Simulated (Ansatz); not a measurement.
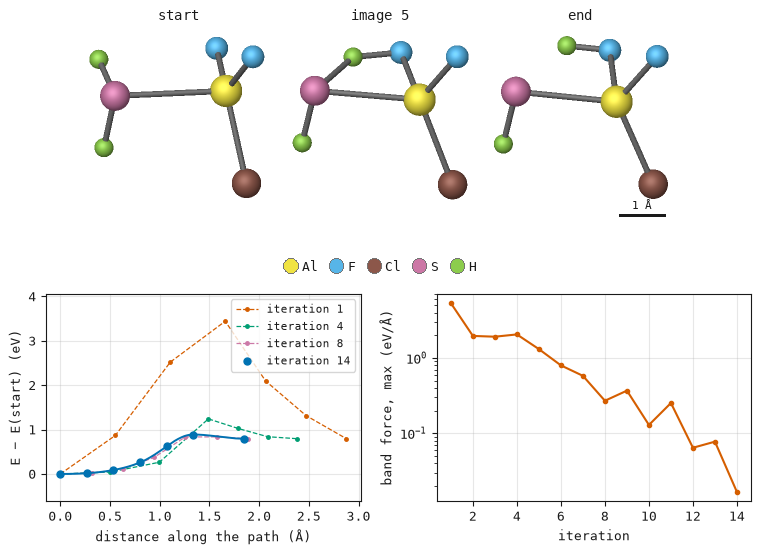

A nudged-elastic-band calculation for AlH2SClF2. Images are numbered from 0 (start) to 6 (end). The plot follows the band through its iterations. The picture is a ball-and-stick view, seen face on.

The calculation used RKS BHLYP/def2-SVP in Ansatz 0.2.0.

The input:
```yaml
crystal:
  periodic: [false, false, false]
  atoms:
    - { symbol: Al, position_ang: [-0.031305, -0.037375, 0.015134] }
    - { symbol: F, position_ang: [-0.245847, 0.473224, 1.574336] }
    - { symbol: F, position_ang: [1.472785, 0.151047, -0.634753] }
    - { symbol: Cl, position_ang: [-1.684758, 0.045236, -1.268446] }
    - { symbol: S, position_ang: [0.023078, -2.472648, 0.588839] }
    - { symbol: H, position_ang: [-1.29264, -2.680744, 0.41352] }
    - { symbol: H, position_ang: [-0.086116, -2.249039, 1.909472] }
basis:
  gaussian: { orbitals: def2-SVP }
hamiltonian:
  xc: { name: BHLYP }
neb:
  order_check: false
  images: 5
  f_tol: 0.05
  max_iterations: 60
  final_atoms:
    - { symbol: Al, position_ang: [-0.01236648, -0.51644547, -0.19028103] }
    - { symbol: F, position_ang: [-0.18885464, -0.1206469, 1.73737725] }
    - { symbol: F, position_ang: [1.45023567, 0.18057825, -0.49346087] }
    - { symbol: Cl, position_ang: [-1.74051791, 0.25007782, -1.07155743] }
    - { symbol: S, position_ang: [0.05419151, -2.65787479, 0.41029377] }
    - { symbol: H, position_ang: [-1.25818236, -2.86823219, 0.21605189] }
    - { symbol: H, position_ang: [-0.14930879, -1.03775572, 1.98967843] }
  initial_path:
    images:
      - { positions_ang: [[-0.031305, -0.037375, 0.015134], [-0.245847, 0.473224, 1.574336], [1.472785, 0.151047, -0.634753], [-1.684758, 0.045236, -1.268446], [0.023078, -2.472648, 0.588839], [-1.29264, -2.680744, 0.41352], [-0.086116, -2.249039, 1.909472]] }
      - { positions_ang: [[-0.01008544, -0.02799912, 0.01022313], [-0.16875696, 0.31687226, 1.72949646], [1.48667541, 0.08374581, -0.69332236], [-1.74720244, 0.0404884, -1.23196642], [-0.10914051, -2.44919156, 0.66397057], [-1.17101095, -2.84087136, 0.20117277], [-0.12528211, -1.89334343, 1.91852785]] }
      - { positions_ang: [[0.01113412, -0.01862324, 0.00531226], [-0.09166691, 0.16052051, 1.88465691], [1.50056582, 0.01644463, -0.75189172], [-1.80964688, 0.03574081, -1.19548684], [-0.24135902, -2.42573512, 0.73910214], [-1.0493819, -3.00099872, -0.01117446], [-0.16444823, -1.53764787, 1.9275837]] }
      - { positions_ang: [[0.03235368, -0.00924736, 0.00040139], [-0.01457687, 0.00416877, 2.03981737], [1.51445623, -0.05085656, -0.81046108], [-1.87209132, 0.03099321, -1.15900725], [-0.37357753, -2.40227868, 0.81423371], [-0.92775285, -3.16112608, -0.2235217], [-0.20361434, -1.1819523, 1.93663956]] }
      - { positions_ang: [[0.01744696, -0.17831339, -0.06315941], [-0.07266946, -0.03743646, 1.939004], [1.49304938, 0.02628838, -0.70479434], [-1.82823351, 0.10402142, -1.12985731], [-0.23098785, -2.48747738, 0.67958706], [-1.03789602, -3.06349478, -0.07699717], [-0.18551249, -1.13388677, 1.95431918]] }
      - { positions_ang: [[0.00254024, -0.34737943, -0.12672022], [-0.13076205, -0.07904168, 1.83819062], [1.47164253, 0.10343331, -0.59912761], [-1.78437571, 0.17704962, -1.10070737], [-0.08839817, -2.57267609, 0.54494042], [-1.14803919, -2.96586348, 0.06952736], [-0.16741064, -1.08582125, 1.9719988]] }
      - { positions_ang: [[-0.01236648, -0.51644547, -0.19028103], [-0.18885464, -0.1206469, 1.73737725], [1.45023567, 0.18057825, -0.49346087], [-1.74051791, 0.25007782, -1.07155743], [0.05419151, -2.65787479, 0.41029377], [-1.25818236, -2.86823219, 0.21605189], [-0.14930879, -1.03775572, 1.98967843]] }
```

Command:
```bash
ansatz run input.yaml --threads 2 --pin off --max-ram 3072MiB --backend cpu --events-out ev --progress --plain --runs-dir out
```

**How did the profile develop, and is the result final?**

The result is final at these settings. The band converged in 14 iterations. The largest component of the band force went from 5.3 to 0.017 eV/Å. The climbing image converged on the top of the path. Its vibrational analysis gives one imaginary mode (792i cm⁻¹), as a transition state must have. The first iteration put the highest image at 3.44 eV. The highest point, image 5, lies 0.89 eV above the start and 0.09 eV above the end; the end is at +0.80 eV relative to the start.

The run took 2.7 min on 2 threads of Arm Neoverse V1 (shared host), peak memory 0.2 GiB.
